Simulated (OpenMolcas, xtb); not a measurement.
**A ladder of methods for CH7AlOSi (SMILES [CH3][AlH][O][SiH3])**

The species is CH7AlOSi (11 atoms), meant as a singlet with charge 0. SMILES: `[CH3][AlH][O][SiH3]`. Geometry: relaxed at PBE0-D4/def2-TZVP. This is one conformer, not always the lowest.

```xyz
11

C    -1.5161    1.5368   -0.4274
Al   -1.1482   -0.1719    0.4194
O     0.4075   -0.8233    0.3504
Si    1.9607   -1.2208    0.1134
H    -0.7966    1.7742   -1.2149
H    -1.4670    2.3454    0.3109
H    -2.5216    1.5665   -0.8570
H    -2.2265   -1.0181    1.2097
H     2.7315   -1.0466    1.3740
H     2.5735   -0.3599   -0.9363
H     2.0681   -2.6394   -0.3215
```

Each level gives the dipole moment (D). The values are calculated.

| level | kind | program | value (D) | CPU time |
| --- | --- | --- | --- | --- |
| GFN0-xTB | semi-empirical | xtb | 2.39 | under 2 s |
| HF/cc-pVDZ | Hartree–Fock | OpenMolcas | 1.13 | 8.4 s |
| SVWN5/cc-pVDZ | LDA | OpenMolcas | 1.18 | 27 s |
| PBE/cc-pVDZ | GGA | OpenMolcas | 1.18 | 39 s |
| r2SCAN/cc-pVDZ | meta-GGA | OpenMolcas | 1.18 | 47 s |
| B3LYP/cc-pVDZ | global hybrid | OpenMolcas | 1.14 | 37 s |

The values span 1.13 to 2.39 D. Magnitudes only. CPU times are rough (shared hosts, several kinds of processor and program).

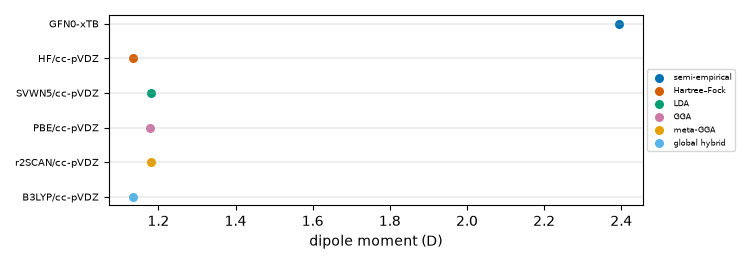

The values of the table, level by level.
